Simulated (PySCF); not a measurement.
**Atomic calculation for Hf²⁺**

Hf²⁺, configuration 1s2 2s2 2p6 3s2 3p6 3d10 4s2 4p6 4d10 4f14 5s2 5p6 5d2, multiplicity 3. Computed at this level: unrestricted M06-2X, aug-cc-pVDZ-PP with ECP60, scalar-relativistic core potential (PySCF).

**What the run reported**

- outcome: converged
- total energy (valence electrons, under a core potential): −47.570266 hartree
- ⟨S²⟩: 2.001
- ⟨L²⟩: 12.00
- SCF iterations: 8
- hardware: 1 thread of Arm Neoverse V1, 23 GiB of memory available, shared host
- wall time: 1.1 s

**What is odd here**

This input holds a deliberate oddity: radial grid too coarse. The program ran to the end. Its numbers are those of this setting; this run alone doesn't show how far the oddity moves them.

**Input**
```python
from pyscf import gto, scf, dft, mp, cc
import basis_set_exchange as bse
txt = bse.get_basis("aug-cc-pVDZ-PP", elements=["Hf"], fmt="nwchem", header=False)
cut = txt.index("\nECP")
mol = gto.M(atom="Hf 0 0 0", charge=2, spin=2, symmetry="D2h",
            basis=gto.basis.parse(txt[:cut]),
            ecp={"Hf": gto.basis.parse_ecp(txt[cut:])})
mf = dft.UKS(mol, xc="M062X")
mf.irrep_nelec = {'Ag': (2, 1), 'B1g': (1, 0), 'B1u': (1, 1), 'B2u': (1, 1), 'B3u': (1, 1)}
mf.kernel()
```

The script is an equivalent of what the driver set up; the driver started from orbitals of its own, so the log can be shorter than this script's would be, and it computed the properties (radii, ⟨L²⟩, response) afterwards. It also set what the script leaves out: hgrid = 0.3. It held the occupations shell by shell, which the script's counts by irreducible representation don't always enforce.

Launched within a batch (the task file carries these settings):
```bash
OMP_NUM_THREADS=1 python <driver script> TASK.json OUT
```

**Output (extracts)**
```
damping factor = 0
level_shift factor = 0
DIIS = <class 'pyscf.scf.diis.CDIIS'>
diis_start_cycle = 1
diis_space = 10
diis_damp = 0
SCF conv_tol = 1e-09
SCF conv_tol_grad = None
number electrons alpha = 6  beta = 4
XC functionals = M062X
    Y. Zhao and D. G. Truhlar.,  Theor. Chem. Acc. 120, 215 (2008)
    Y. Zhao and D. G. Truhlar.,  Theor. Chem. Acc. 120, 215 (2008)
cycle= 1 E= -47.570221563099  delta_E= -0.00269  |g|= 0.0118  |ddm|= 1.13
cycle= 2 E= -47.5702644176242  delta_E= -4.29e-05  |g|= 0.00239  |ddm|= 0.152
cycle= 3 E= -47.5702661551523  delta_E= -1.74e-06  |g|= 0.000247  |ddm|= 0.0289
cycle= 4 E= -47.5702661775031  delta_E= -2.24e-08  |g|= 1.51e-05  |ddm|= 0.0027
cycle= 5 E= -47.5702661798066  delta_E= -2.3e-09  |g|= 1.5e-05  |ddm|= 0.000102
cycle= 6 E= -47.5702661773156  delta_E= 2.49e-09  |g|= 1.43e-05  |ddm|= 9.68e-05
cycle= 7 E= -47.570266154473  delta_E= 2.28e-08  |g|= 1.22e-06  |ddm|= 0.0017
cycle= 8 E= -47.5702661543675  delta_E= 1.06e-10  |g|= 6.7e-08  |ddm|= 0.00012
converged SCF energy = -47.5702661543675  <S^2> = 2.0005076  2S+1 = 3.0003384
```

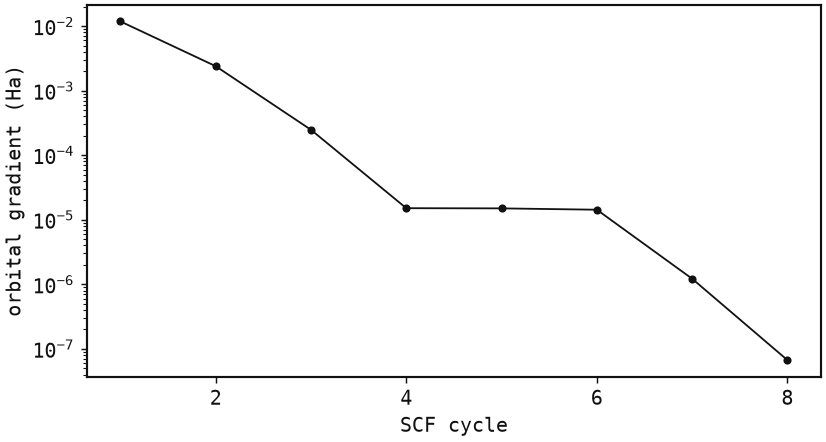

*Convergence: orbital gradient against the SCF cycle.*

The residual falls almost steadily, with no more than small rises or pauses. It goes from 0.012 to 6.7×10⁻⁸ in 8 steps.

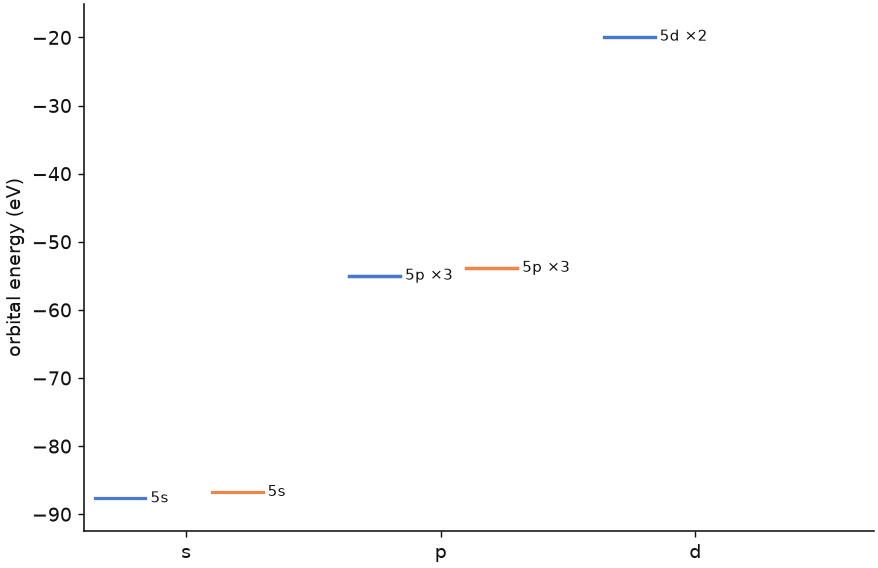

*Orbital energies of the mean field, from the top down to −87.7 eV, by angular momentum, α spin at the left of each column and β at the right; ×n counts the orbitals under one label.*

The highest filled orbital is 5d α at −19.9 eV, the lowest empty one s β at −15.3 eV.
